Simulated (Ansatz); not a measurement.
## Geometry relaxation, with input and output: BPH3Cl2F

BPH3Cl2F, computed with RKS PBE/6-31G* (Ansatz 0.2.0).

It belongs to a series of runs on one base structure; here: end point B relaxed.

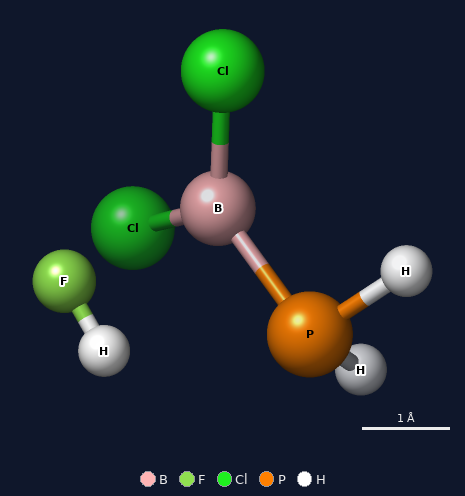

Fig. 1: The structure as given in the input (ball-and-stick view, seen at a tilt).

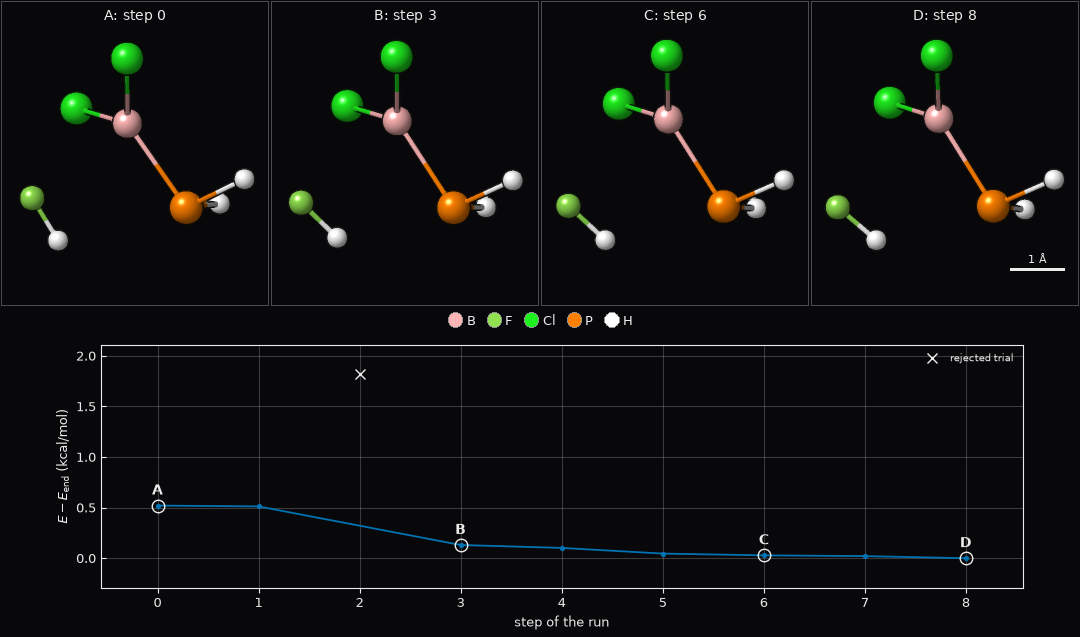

Fig. 2: Frames of the relaxation (ball-and-stick view, seen at a tilt) above the curves, on which the letters mark them (the first geometry is step 0 here and step 1 in the log).

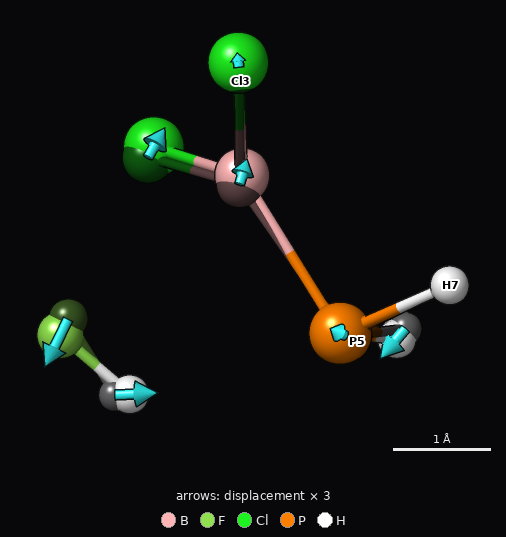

Fig. 3: Start (faint) and end (solid) with the displacements as teal arrows, magnified 3 times (ball-and-stick view, seen at a tilt). The two geometries are laid on each other by the best rigid fit. The energy falls by 0.52 kcal/mol in 8 geometry steps. Largest force component: 0.54 eV/Å at the start, 0.028 eV/Å at the end. The line search rejected the trial step at point 2 (counted from 0) and went back. The largest move after the best rigid fit is that of F2, 0.19 Å. By element the largest moves are F 0.19 Å, H 0.16 Å, Cl 0.13 Å, B 0.10 Å, P 0.07 Å. Distances before and after: B1–P5 1.919 → 1.934 Å, F2–H8 0.939 → 0.952 Å, B1–Cl4 1.768 → 1.761 Å, B1–Cl3 1.765 → 1.759 Å. (Atoms are counted from 1 in the order of the input.)

These pictures come from the run below.

### Input
```yaml
crystal:
  periodic: [false, false, false]
  atoms:
    - { symbol: B, position_ang: [0.105372, -0.632792, -0.345243] }
    - { symbol: F, position_ang: [-0.018152, 0.399857, 1.954099] }
    - { symbol: Cl, position_ang: [1.582537, 0.241069, -0.756686] }
    - { symbol: Cl, position_ang: [-1.458404, 0.005088, -0.868071] }
    - { symbol: P, position_ang: [0.164857, -2.316905, 0.57375] }
    - { symbol: H, position_ang: [-0.687657, -3.070744, -0.289254] }
    - { symbol: H, position_ang: [1.407581, -2.809899, 0.073786] }
    - { symbol: H, position_ang: [-0.190633, -0.431074, 2.355019] }
basis:
  gaussian: { orbitals: "6-31G*" }
hamiltonian:
  xc: pbe
relax:
  f_tol: 0.03
  max_steps: 50
```

Command:
```bash
ansatz run input.yaml --threads 2 --pin off --max-ram 3072MiB --backend cpu --events-out ev --progress --plain --runs-dir out
```

### Log
```
The last accepted step is kept in [file] (removed where the run ends without a failure and the disk answers)
Engine: ansatz 0.2.0, aarch64-unknown-linux-gnu
Functional definition: PBE
  parameter kappa = 0.804
  parameter beta = 0.06672455060314922
  exchange = pbe_x(kappa = kappa, mu = beta*pi^2/3)
  correlation = pbe_c(beta = beta)
1069 factors; their error is unknown
mean field evaluation 1: about -37756.1167 eV, gradient 3.2e1 eV
mean field evaluation 2: about -37753.4807 eV, gradient 5.3e1 eV
mean field evaluation 4: about -37758.0109 eV, gradient 9.4e-1 eV
mean field evaluation 8: about -37758.0170 eV, gradient 5.3e-2 eV
mean field evaluation 16: about -37757.9682 eV, gradient 9.8e-5 eV
mean field -37757.96817476 eV, -1387.5797371525 hartree, gradient 7.1e-6 eV, S^2 0.000000; 0 other end points of the search recorded, 0 dependent functions left out
the calculation of the forces begins
reference -37757.96820448 eV, -1387.5797382446 hartree; 33, 33 occupied and 60, 60 virtual orbitals, 1069 factors
relax step   1: F+E_penalty+E_count = -37757.96817476 eV  Δ(F+E_penalty+E_count) = +0.000e0 eV  max|allowed force component| = 5.396e-1 eV/Å  Δτ_max = 0.0000 Å  (28 SCF iters, accepted)
these checks for a lower state are left out or cut short: starts, cluster_reference, orbital_swaps, neighbouring_geometries, increment
1069 factors; their error is unknown
mean field -37757.96853725 eV, -1387.5797504738 hartree, gradient 1.5e-5 eV, S^2 0.000000; 0 other end points of the search recorded, 0 dependent functions left out
the calculation of the forces begins
reference -37757.96856662 eV, -1387.5797515531 hartree; 33, 33 occupied and 60, 60 virtual orbitals, 1069 factors
relax step   2: F+E_penalty+E_count = -37757.96853725 eV  Δ(F+E_penalty+E_count) = -3.625e-4 eV  max|allowed force component| = 9.789e-1 eV/Å  Δτ_max = 0.1476 Å  (29 SCF iters, accepted)
these checks for a lower state are left out or cut short: starts, cluster_reference, orbital_swaps, neighbouring_geometries, increment
1069 factors; their error is unknown
mean field evaluation 32: about -37757.9118 eV, gradient 1.9e-5 eV
mean field -37757.91178992 eV, -1387.5776650476 hartree, gradient 1.9e-5 eV, S^2 0.000000; 0 other end points of the search recorded, 0 dependent functions left out
the calculation of the forces begins
reference -37757.91181952 eV, -1387.5776661356 hartree; 33, 33 occupied and 60, 60 virtual orbitals, 1069 factors
relax step   3: F+E_penalty+E_count = -37757.91178992 eV  Δ(F+E_penalty+E_count) = +5.675e-2 eV  max|allowed force component| = 1.360e0 eV/Å  Δτ_max = 0.1237 Å  (34 SCF iters, rejected (line search))
these checks for a lower state are left out or cut short: starts, cluster_reference, orbital_swaps, neighbouring_geometries, increment
1069 factors; their error is unknown
mean field -37757.98507232 eV, -1387.5803581264 hartree, gradient 1.8e-5 eV, S^2 0.000000; 0 other end points of the search recorded, 0 dependent functions left out
the calculation of the forces begins
reference -37757.98510148 eV, -1387.5803591978 hartree; 33, 33 occupied and 60, 60 virtual orbitals, 1069 factors
relax step   4: F+E_penalty+E_count = -37757.98507232 eV  Δ(F+E_penalty+E_count) = -1.654e-2 eV  max|allowed force component| = 9.251e-2 eV/Å  Δτ_max = 0.0618 Å  (28 SCF iters, accepted)
these checks for a lower state are left out or cut short: starts, cluster_reference, orbital_swaps, neighbouring_geometries, increment
1069 factors; their error is unknown
mean field -37757.98631793 eV, -1387.5804039017 hartree, gradient 1.9e-5 eV, S^2 0.000000; 0 other end points of the search recorded, 0 dependent functions left out
the calculation of the forces begins
reference -37757.98634713 eV, -1387.5804049746 hartree; 33, 33 occupied and 60, 60 virtual orbitals, 1069 factors
relax step   5: F+E_penalty+E_count = -37757.98631793 eV  Δ(F+E_penalty+E_count) = -1.246e-3 eV  max|allowed force component| = 8.726e-2 eV/Å  Δτ_max = 0.0275 Å  (29 SCF iters, accepted)
these checks for a lower state are left out or cut short: starts, cluster_reference, orbital_swaps, neighbouring_geometries, increment
1069 factors; their error is unknown
mean field -37757.98875035 eV, -1387.5804932915 hartree, gradient 1.8e-5 eV, S^2 0.000000; 0 other end points of the search recorded, 0 dependent functions left out
the calculation of the forces begins
reference -37757.98877965 eV, -1387.5804943681 hartree; 33, 33 occupied and 60, 60 virtual orbitals, 1069 factors
relax step   6: F+E_penalty+E_count = -37757.98875035 eV  Δ(F+E_penalty+E_count) = -2.432e-3 eV  max|allowed force component| = 9.580e-2 eV/Å  Δτ_max = 0.0371 Å  (29 SCF iters, accepted)
these checks for a lower state are left out or cut short: starts, cluster_reference, orbital_swaps, neighbouring_geometries, increment
1069 factors; their error is unknown
mean field -37757.98951349 eV, -1387.5805213362 hartree, gradient 1.8e-5 eV, S^2 0.000000; 0 other end points of the search recorded, 0 dependent functions left out
the calculation of the forces begins
reference -37757.98954279 eV, -1387.5805224130 hartree; 33, 33 occupied and 60, 60 virtual orbitals, 1069 factors
relax step   7: F+E_penalty+E_count = -37757.98951349 eV  Δ(F+E_penalty+E_count) = -7.631e-4 eV  max|allowed force component| = 9.689e-2 eV/Å  Δτ_max = 0.0310 Å  (29 SCF iters, accepted)
these checks for a lower state are left out or cut short: starts, cluster_reference, orbital_swaps, neighbouring_geometries, increment
1069 factors; their error is unknown
mean field evaluation 64: about -37757.9898 eV, gradient 1.7e-1 eV
mean field -37757.98982870 eV, -1387.5805329201 hartree, gradient 1.9e-5 eV, S^2 0.000000; 0 other end points of the search recorded, 0 dependent functions left out
the calculation of the forces begins
reference -37757.98985797 eV, -1387.5805339958 hartree; 33, 33 occupied and 60, 60 virtual orbitals, 1069 factors
relax step   8: F+E_penalty+E_count = -37757.98982870 eV  Δ(F+E_penalty+E_count) = -3.152e-4 eV  max|allowed force component| = 7.782e-2 eV/Å  Δτ_max = 0.0179 Å  (29 SCF iters, accepted)
these checks for a lower state are left out or cut short: starts, cluster_reference, orbital_swaps, neighbouring_geometries, increment
1069 factors; their error is unknown
mean field -37757.99074600 eV, -1387.5805666300 hartree, gradient 1.8e-5 eV, S^2 0.000000; 0 other end points of the search recorded, 0 dependent functions left out
the calculation of the forces begins
reference -37757.99077521 eV, -1387.5805677037 hartree; 33, 33 occupied and 60, 60 virtual orbitals, 1069 factors
relax step   9: F+E_penalty+E_count = -37757.99074600 eV  Δ(F+E_penalty+E_count) = -9.173e-4 eV  max|allowed force component| = 2.805e-2 eV/Å  Δτ_max = 0.0301 Å  (29 SCF iters, accepted)
1069 factors; their error is unknown
mean field -37757.99074600 eV, -1387.5805666300 hartree, gradient 1.8e-5 eV, S^2 0.000000; 1 other end points of the search recorded, 0 dependent functions left out
the calculation of the forces begins
reference -37757.99077521 eV, -1387.5805677037 hartree; 33, 33 occupied and 60, 60 virtual orbitals, 1069 factors
Total energy: -37757.99077521 eV, -1387.5805677037 hartree
Atom 0 at     0.117544    -0.614935    -0.442707 Å, force    -0.001146    -0.003046     0.010426 eV/Å
Atom 1 at    -0.103097     0.382775     2.125056 Å, force    -0.003257    -0.000206     0.002509 eV/Å
Atom 2 at     1.593093     0.273826    -0.799214 Å, force    -0.003306    -0.002913     0.000103 eV/Å
Atom 3 at    -1.437276     0.000122    -0.993783 Å, force     0.007098    -0.003031     0.000719 eV/Å
Atom 4 at     0.185552    -2.249335     0.589746 Å, force     0.001547    -0.000843    -0.028054 eV/Å
Atom 5 at    -0.735879    -3.042402    -0.158790 Å, force     0.010035     0.005279     0.012596 eV/Å
Atom 6 at     1.390702    -2.813461     0.073275 Å, force    -0.012579     0.002812     0.003898 eV/Å
Atom 7 at    -0.105138    -0.551989     2.303818 Å, force     0.001608     0.001946    -0.002197 eV/Å
Dipole moment:     0.036868    -0.522026    -0.043848 e Å
```

### Trajectory as extended XYZ (Å, eV, eV/Å), 9 frames, from step=1 to step=9
```
8
Properties=species:S:1:pos:R:3:forces:R:3 step=1 energy=-37757.96818
B     0.1054   -0.6328   -0.3452   -0.0002   0.2385  -0.2231
F    -0.0182    0.3999    1.9541    0.0906   0.5396  -0.1438
Cl    1.5825    0.2411   -0.7567   -0.0160  -0.0148   0.0045
Cl   -1.4584    0.0051   -0.8681    0.0102  -0.0099   0.0016
P     0.1649   -2.3169    0.5737    0.0107  -0.2215   0.1525
H    -0.6877   -3.0707   -0.2893    0.0008   0.0055   0.0081
H     1.4076   -2.8099    0.0738   -0.0024  -0.0100   0.0000
H    -0.1906   -0.4311    2.3550   -0.0937  -0.5275   0.2002
8
Properties=species:S:1:pos:R:3:forces:R:3 step=2 energy=-37757.96854
B     0.1041   -0.6149   -0.3491   -0.0028   0.1703  -0.2940
F    -0.0525    0.4220    2.0303   -0.0820  -0.9789   0.1946
Cl    1.5849    0.2431   -0.7791   -0.0637  -0.0278   0.0699
Cl   -1.4561    0.0058   -0.9022    0.0700  -0.0227   0.0679
P     0.1599   -2.2950    0.5986    0.0256  -0.0838   0.0653
H    -0.6967   -3.0540   -0.2554   -0.0192   0.0169   0.0476
H     1.3995   -2.8001    0.1026   -0.0044   0.0124   0.0285
H    -0.1376   -0.5224    2.2518    0.0765   0.9136  -0.1798
8
Properties=species:S:1:pos:R:3:forces:R:3 step=3 energy=-37757.91179 accepted=F
B     0.1143   -0.6436   -0.4529   -0.0525   0.4097   0.4433
F    -0.0018    0.3545    1.9528   -0.3420  -1.2489   0.8489
Cl    1.5841    0.2867   -0.7719   -0.1093  -0.1986  -0.1586
Cl   -1.4613    0.0428   -0.8851    0.1481  -0.1684  -0.1489
P     0.1676   -2.2726    0.5955   -0.0152   0.0174  -0.2526
H    -0.7007   -3.0613   -0.2188    0.0214  -0.0963   0.0075
H     1.4060   -2.7995    0.1207    0.0020  -0.0750  -0.0020
H    -0.2027   -0.5224    2.3570    0.3475   1.3601  -0.7376
8
Properties=species:S:1:pos:R:3:forces:R:3 step=4 energy=-37757.98507
B     0.1109   -0.6080   -0.3855   -0.0175   0.0925  -0.0498
F    -0.0561    0.3745    2.0294   -0.0161  -0.0558   0.0499
Cl    1.5916    0.2658   -0.7785   -0.0854  -0.0480   0.0064
Cl   -1.4547    0.0112   -0.9207    0.0925  -0.0226   0.0066
P     0.1697   -2.2699    0.6071    0.0101   0.0472  -0.0052
H    -0.7170   -3.0410   -0.1985   -0.0188  -0.0477  -0.0137
H     1.3975   -2.7934    0.1092    0.0258  -0.0439  -0.0074
H    -0.1365   -0.5545    2.2349    0.0094   0.0783   0.0132
8
Properties=species:S:1:pos:R:3:forces:R:3 step=5 energy=-37757.98632
B     0.1158   -0.6019   -0.3926   -0.0236   0.0522  -0.0859
F    -0.0799    0.3678    2.0399    0.0018  -0.0034   0.0392
Cl    1.5970    0.2617   -0.8051   -0.0802  -0.0383   0.0365
Cl   -1.4495    0.0232   -0.9204    0.0873  -0.0273   0.0155
P     0.1756   -2.2616    0.6034    0.0121   0.0099   0.0087
H    -0.7172   -3.0432   -0.1875   -0.0083  -0.0118  -0.0084
H     1.3996   -2.8005    0.1095    0.0083  -0.0152  -0.0117
H    -0.1359   -0.5609    2.2504    0.0027   0.0338   0.0062
8
Properties=species:S:1:pos:R:3:forces:R:3 step=6 energy=-37757.98875
B     0.1159   -0.6096   -0.4148   -0.0152   0.0398  -0.0494
F    -0.0817    0.3827    2.0738    0.0021   0.0177   0.0138
Cl    1.5951    0.2686   -0.8024   -0.0889  -0.0538   0.0295
Cl   -1.4487    0.0179   -0.9410    0.0958  -0.0358   0.0182
P     0.1763   -2.2640    0.5909    0.0061   0.0432   0.0057
H    -0.7200   -3.0536   -0.1891   -0.0013   0.0030  -0.0063
H     1.3984   -2.8118    0.1005    0.0014  -0.0015  -0.0164
H    -0.1299   -0.5455    2.2794    0.0000  -0.0125   0.0049
8
Properties=species:S:1:pos:R:3:forces:R:3 step=7 energy=-37757.98951
B     0.1157   -0.6136   -0.4286   -0.0073   0.0268  -0.0502
F    -0.0803    0.3886    2.1039   -0.0001   0.0622  -0.0111
Cl    1.5940    0.2724   -0.8019   -0.0955  -0.0545   0.0316
Cl   -1.4467    0.0055   -0.9694    0.0969  -0.0264   0.0308
P     0.1776   -2.2619    0.5861    0.0033   0.0534   0.0055
H    -0.7251   -3.0532   -0.1854    0.0027   0.0058  -0.0042
H     1.3952   -2.8141    0.0888   -0.0001   0.0002  -0.0117
H    -0.1249   -0.5392    2.3037    0.0002  -0.0674   0.0093
8
Properties=species:S:1:pos:R:3:forces:R:3 step=8 energy=-37757.98983
B     0.1127   -0.6142   -0.4362    0.0009   0.0052  -0.0349
F    -0.0740    0.3880    2.1191   -0.0020   0.0652  -0.0159
Cl    1.5908    0.2738   -0.7995   -0.0778  -0.0404   0.0230
Cl   -1.4467    0.0006   -0.9866    0.0775  -0.0169   0.0292
P     0.1740   -2.2581    0.5854    0.0024   0.0577   0.0048
H    -0.7256   -3.0536   -0.1847   -0.0034   0.0016  -0.0056
H     1.3930   -2.8101    0.0916    0.0037  -0.0004  -0.0105
H    -0.1187   -0.5419    2.3082   -0.0012  -0.0721   0.0099
8
Properties=species:S:1:pos:R:3:forces:R:3 step=9 energy=-37757.99075
B     0.1175   -0.6149   -0.4427   -0.0011  -0.0030   0.0104
F    -0.1031    0.3828    2.1251   -0.0033  -0.0002   0.0025
Cl    1.5931    0.2738   -0.7992   -0.0033  -0.0029   0.0001
Cl   -1.4373    0.0001   -0.9938    0.0071  -0.0030   0.0007
P     0.1856   -2.2493    0.5897    0.0015  -0.0008  -0.0281
H    -0.7359   -3.0424   -0.1588    0.0100   0.0053   0.0126
H     1.3907   -2.8135    0.0733   -0.0126   0.0028   0.0039
H    -0.1051   -0.5520    2.3038    0.0016   0.0019  -0.0022
```

### Key numbers

| quantity | value |
| --- | --- |
| outcome | converged |
| total energy | −37757.9908 eV |
| mean-field energy | −37757.9908 eV |
| largest force (length of the vector) at the end | 0.028 eV/Å |
| hardware | 2 threads of Arm Neoverse V1, 24 GiB of memory available, shared host |
| wall time | 21 s (CPU time 40 s) |
| peak memory | 0.15 GiB |
